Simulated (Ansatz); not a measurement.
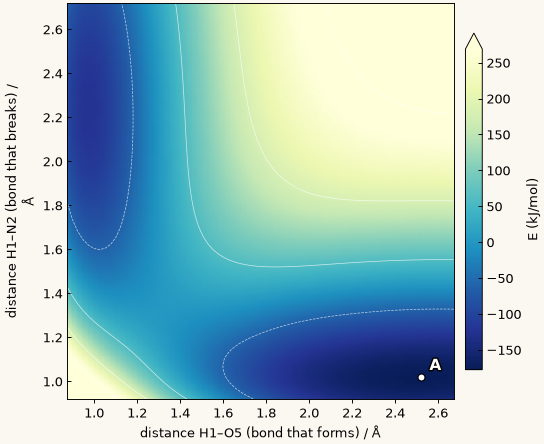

The reacting system CH₅NOSi (one molecule; an intramolecular 1,3-shift). Coordinates scanned: (1) distance H1–O5 (bond that forms); (2) distance H1–N2 (bond that breaks). Relaxed at each point: all other coordinates. The grid has 10 × 10 points. Points are written as (first, second). Energies are in kJ/mol, from a guessed transition structure relaxed with its forming and breaking bonds held. The reference is spin-restricted, so regions where a bond is pulled apart into radicals lie too high. Level of theory: RKS PBE0-D4/def2-SVP (Ansatz 0.2.0).

In the figure: a smooth colour map with a few white contour lines, one colour for all values above the top of the scale, the point A. Between grid points the surface is interpolated.

Question: Find the lowest path from A to the other arm of the map, and its barrier.

Answer: The easiest path runs from the side where the first distance is long, about (2.52 Å, 1.02 Å), to the well on the other side, (0.988 Å, 2.233 Å). Its highest point, at about (1.32 Å, 1.32 Å), lies about 179 kJ/mol above the start and 124 kJ/mol above the end on the interpolated surface.

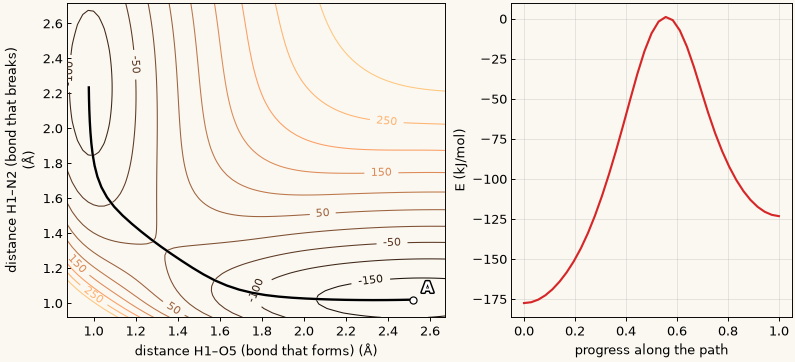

Drawn: contour lines labelled in kJ/mol (none above 300), a line along the lowest path, the energy along the path at the right. Between grid points the surface is interpolated.
